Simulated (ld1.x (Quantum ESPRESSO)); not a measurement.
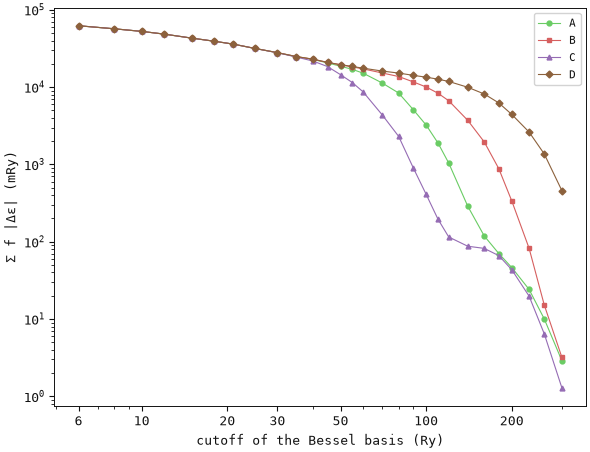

The occupation-weighted error of the valence levels in a spherical-Bessel basis for 4 variants of one potential.

Base settings:

Ga (Z = 31), norm-conserving Troullier–Martins (Kleinman–Bylander form), made with ld1.x (Quantum ESPRESSO) 7.5 (PBE, scalar-relativistic). Core [Ne], reference 3s2 3p6 3d10 4s2 4p0.5 (charge +0.5). Waves: 3p (bound): rc 1.05 bohr; 3d (bound): rc 1.00 bohr; 3s (bound): rc 0.75 bohr. Local part: the s channel. Core correction: a·sin(br)/r model core inside 0.45 bohr.

### The variants differ in the radius of the d channel: 0.66 bohr, 0.92 bohr, 1.20 bohr, 1.50 bohr. Which curve belongs to which value?

A: 1.20 bohr; B: 0.92 bohr; C: 1.50 bohr; D: 0.66 bohr.

### What did the other tests of these runs give?

A: loose cutoff 300 Ry; bound ghosts none; largest test error -650 meV. B: loose cutoff 300 Ry; bound ghosts none; 1 of 7 tests not solved. C: loose cutoff 260 Ry; bound ghosts none; largest test error -650 meV. D: loose cutoff over 300 Ry; bound ghosts none; 2 of 7 tests not solved. The loose cutoff is the first of the cutoffs, on a coarse ladder, from which the occupation-weighted sum of valence levels, in a spherical-Bessel basis at the reference potential, stays within 10 and 1 mRy of its value at 400 Ry.

Of the 5 potentials behind this page, the base run counted, 5 are unsound (ghost states, missed reference levels or an overlap that isn't positive definite).
